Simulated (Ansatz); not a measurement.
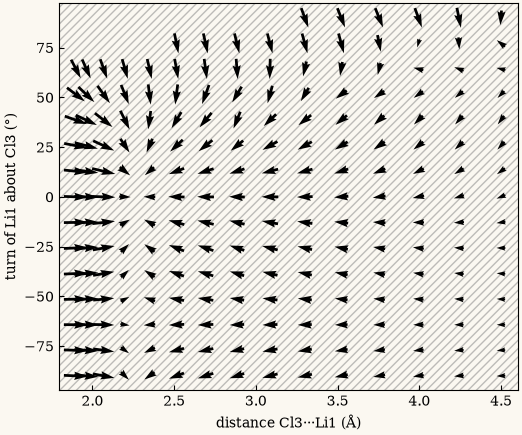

ClH3LiSi, charge +1. 
- The turn is about an axis along (−0.36, −0.93, −0.02) in the frame of the relaxed pair, normal to the line between the partners.
- Coordinates scanned: (1) distance Cl3···Li1; (2) turn of Li1 about Cl3.
- The grid has 15 × 15 points. At 14 points there is no value (left out of the scan, as a rule where atoms come close).
- Points are written as (first, second).
- Method: Ansatz, RKS PBE0-D4/def2-SVPD.

Drawn: arrows along the force (downhill), their lengths compressed, hatched blanks where no value was computed.

**The arrows alone are given. Where is the energy lowest?**

The arrows converge at about (2.261 Å, 0°) (read from the interpolated surface).

The energy map of the same scan:

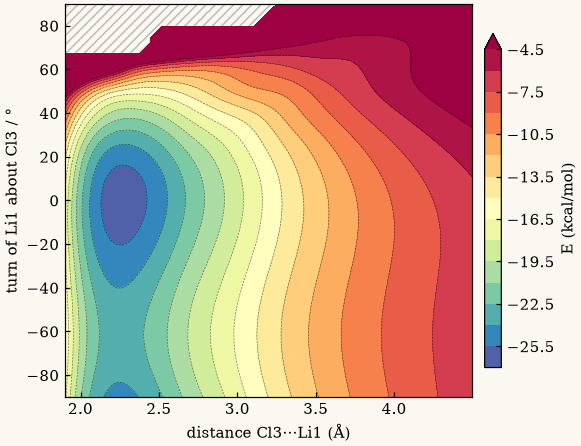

Energies are in kcal/mol, from the ion and the molecule far apart, frozen as in the relaxed pair, each in its own basis (no counterpoise correction); between grid points the surface is interpolated.
